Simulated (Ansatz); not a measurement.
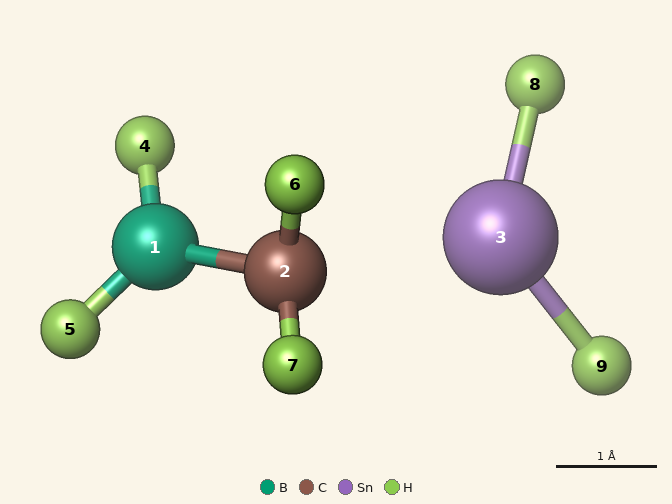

Source: calculation with Ansatz.

Orthographic view. Depth is shown by fading: the farther an atom, the more it takes the colour of the background. State: charge +1, singlet. Geometry: moved along internal coordinates away from the minimum.

Write the connection table.

B1: C2, H4, H5
C2: B1, H6, H7
Sn3: H8, H9
H4: B1
H5: B1
H6: C2
H7: C2
H8: Sn3
H9: Sn3
